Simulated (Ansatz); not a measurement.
# TaZn2B3: further runs on a relaxed guess

This session takes a relaxed cell of TaZn2B3 and sets out to compute bands, density of states and charges.

Program: Ansatz 0.2.0. Level of theory: DFT PBE, scalar-relativistic, plane waves, PAW. These are calculated values, not measurements.

1 further run of the same task is left out (for a known fault of the program).

## Step 1: Starting point

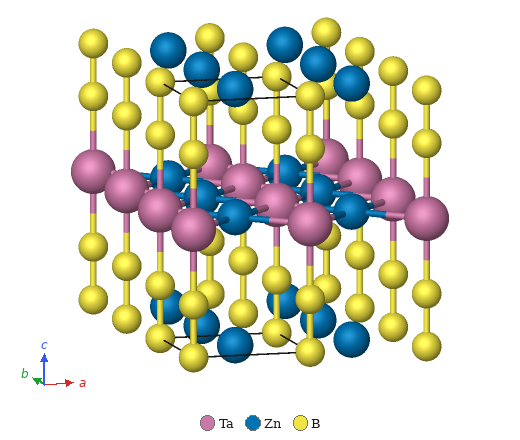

Start, viewed slightly off an axis; tantalum pink, zinc blue, boron yellow. 2×3×1 cells are drawn. Atoms on the faces are drawn again on the opposite ones.

Coordinates:

```
Ta Zn B
1.0
     3.57331    0.00000    0.00000
     0.00000    3.57331    0.00000
     0.00000    0.00000    7.65412
Ta Zn B
1 2 3
Direct
  0.00000 0.00000 0.50000
  0.50000 0.50000 0.50000
  0.50000 0.50000 0.00000
  0.00000 0.00000 0.79376
  0.00000 0.00000 0.20624
  0.00000 0.00000 0.00000
```

The cell was relaxed beforehand at this level, from a generated guess; it is a trial structure. At a tolerance of 0.05 Å it has space group P4/mmm (No. 123); it has 16.29 Å³/atom, an uncorrected energy of +1.14 eV/atom over the elements.

## Step 2: Static run: bands, density of states and charges

The input, input.yaml:

```yaml
crystal:
  lattice:
    - [3.5733068488, 0.0, 0.0]
    - [0.0, 3.5733068488, 0.0]
    - [0.0, 0.0, 7.6541231175]
  atoms:
    - { symbol: Ta, position: [0.0, 0.0, 0.5] }
    - { symbol: Zn, position: [0.5, 0.5, 0.5] }
    - { symbol: Zn, position: [0.5, 0.5, 0.0] }
    - { symbol: B, position: [0.0, 0.0, 0.7937636619] }
    - { symbol: B, position: [0.0, 0.0, 0.2062363381] }
    - { symbol: B, position: [0.0, 0.0, 0.0] }
basis:
  ecutwfc: 420
kpoints:
  mp_grid: { grid: [10, 10, 6] }
  band_path:
    path:
      - [[0.0, 0.0, 0.0], [0.0, 0.5, 0.0], [0.5, 0.5, 0.0], [0.0, 0.0, 0.0], [0.0, 0.0, 0.5], [0.0, 0.5, 0.5], [0.5, 0.5, 0.5], [0.0, 0.0, 0.5]]
      - [[0.0, 0.5, 0.0], [0.0, 0.5, 0.5]]
      - [[0.5, 0.5, 0.0], [0.5, 0.5, 0.5]]
    npoints: 14
hamiltonian:
  xc: pbe
scf:
  occupations: { method: gaussian, width: 0.1 }
  n_extra_bands: 15
output:
  forces: true
  stress: true
  eigenvalues: true
  populations: true
  dos: { projected: true, de: 0.02, nscf_kmesh: { grid: [12, 12, 8] } }
  bader: true
```

The run is started by

```bash
$ ansatz run input.yaml --threads 1 --pin off --max-ram 2560MiB --backend cpu --events-out ev --progress --plain --runs-dir out
```

The log of the run:

```text
Warning: RAYON_NUM_THREADS=1 ignored (pool sized by the plan → 1); use --threads N
scf.n_extra_bands = 15 over 23 filled bands (N_el = 46.0): the run solves 38 bands
Engine: ansatz 0.2.0, aarch64-unknown-linux-gnu
Pseudopotentials: kind: paw
Pseudopotential: Ta, paw, valence charge 13, recommended cutoff 420 eV (normal), Ta.paw.azcp
Pseudopotential: Zn, paw, valence charge 12, recommended cutoff 420 eV (normal), Zn.paw.azcp
Pseudopotential: B, paw, valence charge 3, recommended cutoff 420 eV (normal), B.paw.azcp
Functional definition: PBE
  parameter kappa = 0.804
  parameter beta = 0.06672455060314922
  exchange = pbe_x(kappa = kappa, mu = beta*pi^2/3)
  correlation = pbe_c(beta = beta)
Crystal: 6 atoms, lattice volume = 97.732 Å³
Basis set: ecut = 420 eV, 1893 PW (Γ), exchange–correlation on 48×48×108 points (8 copies of the dense FFT grid, shifted against one another)
Bands: 38, of which v1, the nominal top of the filled ones, is band 23 counted from 1 (22 counted from 0)
Symmetry: 16 space group operations
Space group: P4/mmm (ITA 123), of the structure as read, at distance tolerance 4.6e-5 Å
k-points: 84 of 600
Non-local potential: Ta, projectors of the file, l = 0: 3, l = 1: 2, l = 2: 2, l = 3: 1
Non-local potential: Zn, projectors of the file, l = 0: 2, l = 1: 2, l = 2: 3, l = 3: 1
Non-local potential: B, projectors of the file, l = 0: 2, l = 1: 2, l = 2: 1
PAW form: soft (Blöchl's): semilocal exchange-correlation on the pseudo side does not see the compensation charge
PAW one-centre angular grid: Ta, 590 points (default); XC on 64 Gauss nodes
PAW one-centre angular grid: Zn, 590 points (default); XC on 64 Gauss nodes
PAW one-centre angular grid: B, 110 points (default); XC on 64 Gauss nodes
Initial density: superposition of atomic densities (neutral atoms: chi_scale 0, normalization atom), corrected by the library's trained network
Initial wavefunctions: pseudopotential atomic-orbital guess
Functional: x = pbe(κ = 0.804, μ = 0.2195149727645171), c = pbe(β = 0.06672455060314922)
SCF iter   1: F=—  HF=-17031.238747 eV  |F-HF|=—  |Δ(HF+E_count)|=         —  Δρ=1.14e-2  dr2=3.22e-1  ethr=1.77e-3  ⟨swp⟩=5.2  Hψ=14375  notcnv=0  defer=119
preconditioner: auto → Kerker (q_TF=auto, 2.406 Å⁻¹)  [metal: Δε(μ)=0.011 eV  Ē_g=10.971 eV  σ=0.100 eV  W_gap=0.06  n_scr=24 (ndim 8)  ℏωp=23.2 eV  f_vac=0.000  D(μ)=5.32/eV (n_scr^D=54)]
SCF iter   2: F=—  HF=-17031.216545 eV  |F-HF|=—  |Δ(HF+E_count)|=   2.22e-2  Δρ=6.15e-3  dr2=8.42e-2  ethr=7.00e-4  ⟨swp⟩=1.4  Hψ=3903  notcnv=0  defer=236
SCF iter   3: F=—  HF=-17031.210357 eV  |F-HF|=—  |Δ(HF+E_count)|=   6.19e-3  Δρ=2.48e-3  dr2=8.06e-3  ethr=1.83e-4  ⟨swp⟩=1.5  Hψ=3133  notcnv=0  defer=236
SCF iter   4: F=—  HF=-17031.208277 eV  |F-HF|=—  |Δ(HF+E_count)|=   2.08e-3  Δρ=9.55e-4  dr2=1.20e-3  ethr=1.75e-5  ⟨swp⟩=2.0  Hψ=3962  notcnv=0  defer=236
SCF iter   5: F=—  HF=-17031.208131 eV  |F-HF|=—  |Δ(HF+E_count)|=   1.45e-4  Δρ=2.93e-4  dr2=5.79e-5  ethr=2.61e-6  ⟨swp⟩=2.0  Hψ=3849  notcnv=0  defer=241
SCF iter   6: F=—  HF=-17031.208166 eV  |F-HF|=—  |Δ(HF+E_count)|=   3.50e-5  Δρ=4.60e-5  dr2=2.56e-6  ethr=1.26e-7  ⟨swp⟩=2.1  Hψ=2984  notcnv=0  defer=245
SCF iter   7: F=—  HF=-17031.208167 eV  |F-HF|=—  |Δ(HF+E_count)|=   1.25e-6  Δρ=3.20e-5  dr2=8.64e-7  ethr=5.57e-9  ⟨swp⟩=2.0  Hψ=3952  notcnv=0  defer=245
SCF iter   8: F=—  HF=-17031.208167 eV  |F-HF|=—  |Δ(HF+E_count)|=   8.05e-8  Δρ=2.06e-5  dr2=3.08e-7  ethr=1.88e-9  ⟨swp⟩=2.0  Hψ=3909  notcnv=0  defer=245
SCF iter   9: F=-17031.208167 eV  HF=-17031.208167 eV  |F-HF|=7.39e-8  |Δ(HF+E_count)|=   1.29e-7  Δρ=8.36e-6  dr2=6.46e-8  ethr=2.17e-10  ⟨swp⟩=9.1  Hψ=18326  notcnv=0
SCF 1 converged in 9 iterations: F = -17031.208167 eV  dr2 = 6.46e-8
NSCF: frozen V_eff on 129 k-points
NSCF: frozen V_eff on 140 k-points
SCF converged after 9 iterations
Free energy (F): -17031.208167 eV
Harris-Foulkes:  -17031.208167 eV  (|F-HF|=7.39e-8)
Internal energy: -17031.186178 eV  (E = F + TS)
E sigma→0 (E₀):  -17031.197173 eV
Entropy (-TS):   -0.021989 eV (-3.665 meV/atom)
Fermi energy:    7.379783 eV
--- Per-component energies (eV) ---
  E_band       = -195.907015
  E_kinetic    = 754.668455
  E_local      = -5082.005571  (includes V_loc(G=0)·N_el)
  E_nonlocal   = 1276.928218
  E_hartree    = 2085.731889
  E_xc         = -581.423833
  E_vxc        = -411.572666  (∫ρ·V_xc dr)
  E_paw        = -12282.502670  (= ΣΔE_a)
  E_vpaw       = -905.376486  (= ΣTr[D̂ρ^β])
  E_aug_tail   = -0.000609  (compensation charges beyond the density's cutoff)
  E_ewald      = -3202.582058
  E_smearing   = -0.021989  (= −TS)
  E_closure    = 0.000000  (closes the sum)
  Σ components = -17031.208167   (vs F -17031.208167, Δ=0.00e0)
--- Forces (eV/Å), atoms counted from 1 ---
  atom   1  Ta    -0.00000000     0.00000000     0.00000000
  atom   2  Zn     0.00000000    -0.00000000    -0.00000000
  atom   3  Zn     0.00000000    -0.00000000    -0.00000000
  atom   4  B     -0.00000000     0.00000000     0.00319519
  atom   5  B      0.00000000     0.00000000    -0.00319519
  atom   6  B      0.00000000     0.00000000     0.00000000
  max |Σ_I F_I| component: 4.34e-19 eV/Å
--- Stress (GPa, compression-positive) ---
       -0.008793       0.000000      -0.000000
        0.000000      -0.008793       0.000000
       -0.000000       0.000000      -0.022578
  P = ⅓ Tr σ = -0.0134 GPa (-0.134 kbar)
--- Band table (eV; the first three rows and the last of 84) ---
  k-point 0: bands = ["-60.1326", "-26.6640", "-26.6640", "-26.6053", "-2.6402", "-0.0938", "0.1278", "0.1396", "0.5354", "0.6266", "0.6910", "0.7175", "0.7175", "0.7994", "0.7994", "0.8207", "1.3764", "4.1826", "5.7918", "6.8401", "6.8401", "7.3443", "8.2386", "8.2386", "8.4012", "10.2686", "12.0080", "12.2072", "12.2072", "12.4275", "12.4275", "13.5636", "13.6709", "15.0808", "15.2607", "15.2607", "16.8379", "16.8545"]
  k-point 1: bands = ["-60.1326", "-26.6640", "-26.6640", "-26.6053", "-2.6177", "-0.2286", "0.1278", "0.1396", "0.4306", "0.6909", "0.7043", "0.7190", "0.7190", "0.7978", "0.7978", "0.8207", "1.5866", "4.2294", "5.6365", "6.7780", "6.7780", "7.3445", "8.3797", "8.4300", "8.4300", "10.2687", "11.4046", "11.4046", "11.9139", "13.1516", "13.1516", "13.2194", "14.3531", "14.9990", "15.2793", "15.2793", "16.9213", "17.0808"]
  k-point 2: bands = ["-60.1326", "-26.6640", "-26.6640", "-26.6053", "-2.5692", "-0.4668", "0.1278", "0.1396", "0.3782", "0.6909", "0.7222", "0.7222", "0.7365", "0.7945", "0.7945", "0.8207", "1.9480", "4.3946", "5.2449", "6.6770", "6.6770", "7.3449", "8.3328", "8.9030", "8.9030", "10.2685", "10.5382", "10.5382", "11.9029", "12.8246", "13.7439", "13.7439", "14.8665", "15.3276", "15.3276", "15.4591", "16.9662", "17.6765"]
  k-point 83: bands = ["-60.1279", "-26.7455", "-26.7455", "-26.5897", "-1.0890", "0.1763", "0.5805", "0.5805", "0.6145", "0.7077", "0.7077", "0.7333", "0.7907", "0.9436", "1.5447", "1.6497", "3.4808", "4.0590", "4.0590", "4.8128", "6.5317", "6.7030", "6.8278", "6.8278", "7.7345", "7.7345", "10.1931", "10.1931", "10.9497", "11.8095", "11.8970", "12.1730", "13.8558", "13.8558", "16.1380", "18.2861", "18.7410", "19.2225"]
--- Löwdin populations: 6 sites ---
  site symbol       q [e]
     0     Ta     13.0566
     1     Zn     11.0062
     2     Zn     10.6809
     3      B      3.5441
     4      B      3.5441
     5      B      3.7834
  spilling = 0.008364 (of n_electrons = 46.000000)
--- Bader charges: 6 sites ---
  site symbol  charge [e]  shift [e]
     0     Ta      1.0353     0.0003
     1     Zn     -0.4248     0.0022
     2     Zn      0.6663     0.0017
     3      B     -0.3908     0.0003
     4      B     -0.3908     0.0003
     5      B     -0.4951     0.0031
  estimated error of the sums over rays = 9.3e-4 e
```

It took 2 min on 1 thread of Arm Neoverse V1, shared host; peak memory 0.58 GiB.

Per atom:

```
atom  Löwdin electrons  Bader charge (e)  Bader volume (Å³)
 Ta1             13.06             +1.04               17.1
 Zn2             11.01             -0.42               19.4
 Zn3             10.68             +0.67               16.5
  B4              3.54             -0.39               16.3
  B5              3.54             -0.39               16.3
  B6              3.78             -0.50               12.1
```

The Löwdin counts miss 0.38 of the 46 electrons, which the atomic orbitals do not span, so they are no charges.

bands.tsv at the labelled points (eV, zero at the Fermi level; the bands nearest the Fermi level):

```
point  band 20  band 21  band 22  band 23  band 24  band 25  band 26  band 27
    Γ    -0.54    -0.54    -0.04     0.86     0.86     1.02     2.89     4.63
    X    -2.53    -2.32    -0.46    -0.28     0.68     1.01     2.05     3.26
    M    -3.29    -0.91    -0.91    -0.63     0.10     0.61     0.61     2.84
    Γ    -0.54    -0.54    -0.04     0.86     0.86     1.02     2.89     4.63
    Z    -0.75    -0.75    -0.04     0.93     1.96     1.96     2.59     2.59
    R    -2.07    -1.49    -1.06    -0.28     0.18     0.45     2.41     3.18
    A    -2.57    -0.85    -0.68    -0.55    -0.55     0.35     0.35     2.81
    Z    -0.75    -0.75    -0.04     0.93     1.96     1.96     2.59     2.59
    X    -2.53    -2.32    -0.46    -0.28     0.68     1.01     2.05     3.26
    R    -2.07    -1.49    -1.06    -0.28     0.18     0.45     2.41     3.18
    M    -3.29    -0.91    -0.91    -0.63     0.10     0.61     0.61     2.84
    A    -2.57    -0.85    -0.68    -0.55    -0.55     0.35     0.35     2.81
```

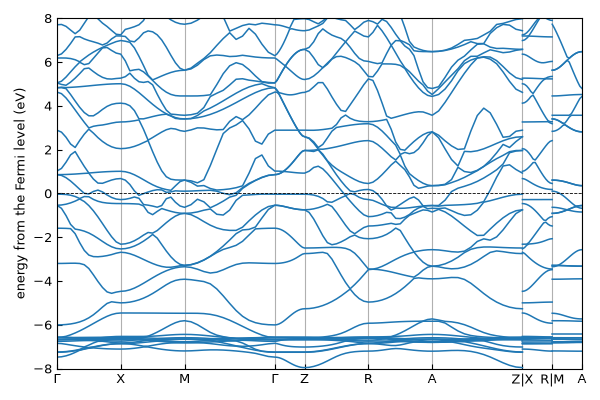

Bands along the path. Deeper bands lie below the window drawn.

Counts of states by energy window (eV from the Fermi level), total and by projection:

```
from  to  total  Ta 5d  Zn 4s  Zn 3d  B 2s  B 2p
  -8  -7   3.44   0.10   0.07   2.55  0.26  0.29
  -7  -6  17.37   0.14   0.07  16.35  0.29  0.43
  -6  -5   1.73   0.06   0.11   0.47  0.41  0.52
  -5  -4   1.64   0.14   0.39   0.11  0.08  0.73
  -4  -3   2.30   0.47   0.45   0.06  0.19  1.00
  -3  -2   2.36   0.63   0.24   0.04  0.18  1.18
  -2  -1   3.02   1.00   0.13   0.04  0.24  1.39
  -1   0   4.11   1.62   0.20   0.08  0.22  1.70
   0   1   3.12   1.50   0.17   0.04  0.12  1.03
   1   2   2.24   0.92   0.26   0.02  0.02  0.83
   2   3   2.09   0.60   0.25   0.02  0.01  0.94
   3   4   2.88   0.94   0.49   0.01  0.02  0.96
   4   5   1.94   0.44   0.24   0.01  0.02  0.60
   5   6   2.63   0.25   0.15   0.01  0.05  0.85
```

Below -8 eV lie 10 or so more states.

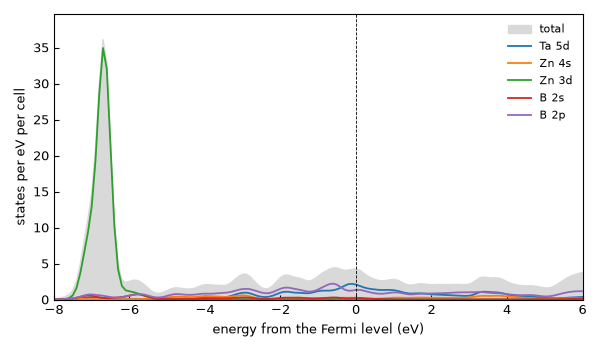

Total and projected density of states, smoothed over about 0.40 eV.

## Step 3: Changed: pseudopotentials.kind nc, pseudopotentials.accuracy standard, mixing.algorithm broyden, mixing.beta 0.7, mixing.ndim 2, ecutwfc left out

The input, input.yaml:

```yaml
crystal:
  lattice:
    - [3.5733068488, 0.0, 0.0]
    - [0.0, 3.5733068488, 0.0]
    - [0.0, 0.0, 7.6541231175]
  atoms:
    - { symbol: Ta, position: [0.0, 0.0, 0.5] }
    - { symbol: Zn, position: [0.5, 0.5, 0.5] }
    - { symbol: Zn, position: [0.5, 0.5, 0.0] }
    - { symbol: B, position: [0.0, 0.0, 0.7937636619] }
    - { symbol: B, position: [0.0, 0.0, 0.2062363381] }
    - { symbol: B, position: [0.0, 0.0, 0.0] }
kpoints:
  mp_grid: { grid: [10, 10, 6] }
hamiltonian:
  xc: pbe
  pseudopotentials: { kind: nc, accuracy: standard }
scf:
  occupations: { method: gaussian, width: 0.1 }
  mixing: { algorithm: broyden, beta: 0.7, ndim: 2 }
output:
  forces: true
  eigenvalues: true
  stress: true
```

The run is started by

```bash
$ ansatz run input.yaml --threads 1 --pin off --max-ram 2560MiB --backend cpu --events-out ev --progress --plain --runs-dir out
```

The log of the run, cut to the lines that bear on the results:

```text
Warning: RAYON_NUM_THREADS=1 ignored (pool sized by the plan → 1); use --threads N
[...]
Pseudopotentials: kind: nc
Pseudopotential: Ta, nc, valence charge 13, recommended cutoff 789.130201 eV (normal), Ta.nc.azcp (PseudoDojo's, or run here from an input of PseudoDojo's; its table is named by hamiltonian.pseudopotentials.accuracy)
Pseudopotential: Zn, nc, valence charge 20, recommended cutoff 1142.878222 eV (normal), Zn.nc.azcp (PseudoDojo's, or run here from an input of PseudoDojo's; its table is named by hamiltonian.pseudopotentials.accuracy)
Pseudopotential: B, nc, valence charge 3, recommended cutoff 1034.032677 eV (normal), B.nc.azcp (PseudoDojo's, or run here from an input of PseudoDojo's; its table is named by hamiltonian.pseudopotentials.accuracy)
[... 1 set-up line as earlier in the session ...]
[...]
Crystal: 6 atoms, lattice volume = 97.732 Å³
[...]
SCF converged after 11 iterations
Stability not checked: this state was not tested for a lower state beside it, because the mixer in use, unlike msr1, does not test its closes by its own steps (another_mixer; see scf.mixing.algorithm and scf.lower_state_search)
Free energy (F): -13381.455242 eV
[...]
E sigma→0 (E₀):  -13381.444114 eV
Entropy (-TS):   -0.022257 eV (-3.709 meV/atom)
Fermi energy:    8.560352 eV
[...]
--- Forces (eV/Å), atoms counted from 1 ---
  atom   1  Ta     0.00000000     0.00000000     0.00000000
  atom   2  Zn     0.00000000    -0.00000000    -0.00000000
  atom   3  Zn     0.00000000    -0.00000000    -0.00000000
  atom   4  B     -0.00000000     0.00000000     0.03167735
  atom   5  B      0.00000000     0.00000000    -0.03167735
  atom   6  B     -0.00000000     0.00000000     0.00000000
[...]
--- Stress (GPa, compression-positive) ---
        0.124338      -0.000000      -0.000000
       -0.000000       0.124338      -0.000000
       -0.000000      -0.000000      -0.216824
  P = ⅓ Tr σ = 0.0106 GPa (0.106 kbar)
--- Band table (eV; the first three rows and the last of 84) ---
[...]
```

It took 70 s on 1 thread of Arm Neoverse V1, shared host; peak memory 0.95 GiB.

```
    run     ending   energy change  pressure (GPa)  gap (eV)  force (eV/Å)  cycles   time
 step 2  converged               -             0.0      0.00          0.00       9  2 min
variant  converged  not comparable             0.0      0.00          0.03      11   70 s
```

A change of potentials puts the total energy on another scale; the largest force goes from 0.00 to 0.03 eV/Å. The cutoff changed too.

## Step 4: Outcome

```
                 quantity                                            value
                      gap                                     none (metal)
states at the Fermi level                             4.04 per eV per cell
            Bader charges  Ta +1.04, Zn -0.42 to +0.67, B -0.50 to -0.39 e
```

**Reading.** Bands cross the Fermi level: a metal at this level of theory. Of the projected weight within 0.25 eV of the Fermi level, the largest part is Ta 5d (54 %) and B 2p (33 %). Bader charges reach 1.0 e, so charge transfer in this metal is strong. Spin-orbit coupling is left out, which matters for the bands of Ta.
